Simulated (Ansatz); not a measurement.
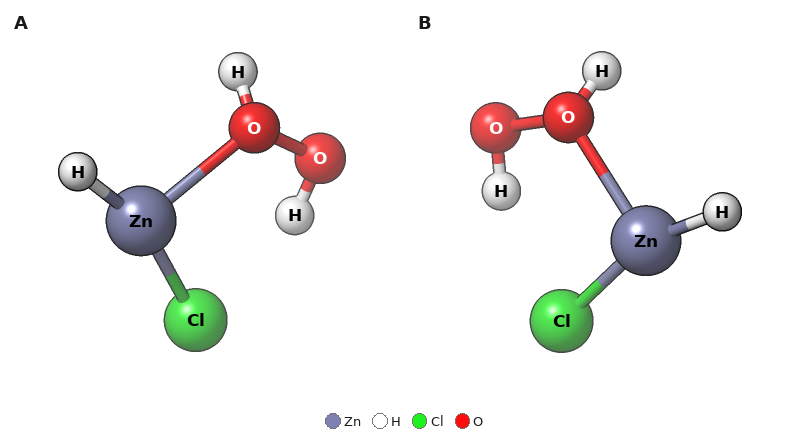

Distant atoms are faded towards the background colour. The computed structure is the end point of a PBE0-D4/def2-TZVP optimisation.

Question: Are A and B the same structure? If not, how do they differ?

Answer: No. They are mirror images that no rotation superimposes: the geometry of ClH3O2Zn is chiral (C1). Their energies are equal.
